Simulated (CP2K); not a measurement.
Consider acetonitrile at its PBE geometry (Å).

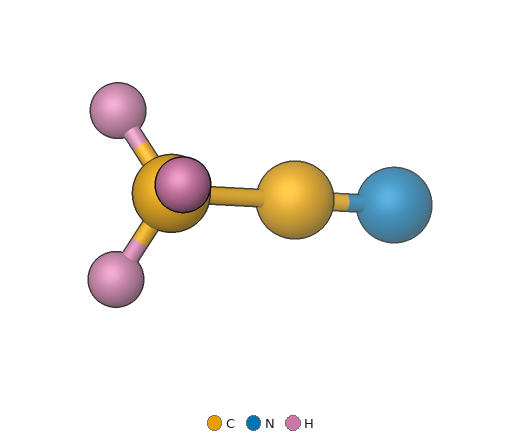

The molecule (carbon orange, nitrogen blue, hydrogen pink).

```xyz
6

C    -0.4872    0.0084   -0.0352
C     0.9643   -0.0203    0.0723
N     2.1254   -0.0378    0.1551
H    -0.8319   -0.7507   -0.7496
H    -0.9482   -0.1939    0.9404
H    -0.8225    0.9943   -0.3831
```

Method: CP2K XAS_TDP, all-electron GAPW, PBEh(45%), aug-cc-pVTZ, TDA, no relativity.

Q: Predict the bright core excitations at the N K edge.

Leading lines: N3 395.30 eV. The leading line of an atom is its first one with 35 % of the strongest within 2.5 eV of its lowest line over the strength cut. 

The first six lines of each atom with a strength over 0.0015:

| atom | energy (eV) | states | strength, one atom |
| --- | --- | --- | --- |
| N3 (bonded to C) | 395.30 | 2 | 0.1133 |
|  | 399.56 | 3 | 0.0029 |
|  | 400.73 | 2 | 0.0017 |
|  | 400.85 | 1 | 0.0043 |
|  | 402.00 | 1 | 0.0037 |
|  | 402.77 | 2 | 0.0091 |

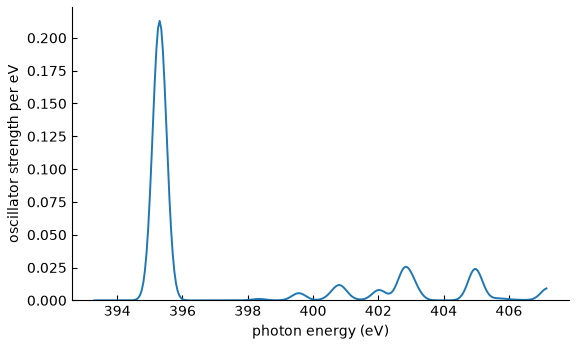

All atoms added, broadened by 0.5 eV.

Lines are vertical, at one geometry, with no vibrational structure. Without a correction of the core level, line positions, and the gaps between valence and Rydberg lines, follow the share of exact exchange. At this level such K lines come out 3 to 6 eV under measured ones. These values hold no scalar relativity, about 0.2 eV for N 1s. Rydberg lines, and the discretised continuum above threshold, depend on the basis and the box.

[Banner, clock and machine lines of the logs are left out without a mark of their own.]

[Logs are printed without paths, hosts, clocks, repeated set-up lines and the standing remarks that a program may print on its own settings, such as how far it seeks lower states.]

[Hosts, paths, dates, database ids (printed as entryN), source tags and the programs' standing remarks are cut or masked in the printed files.]
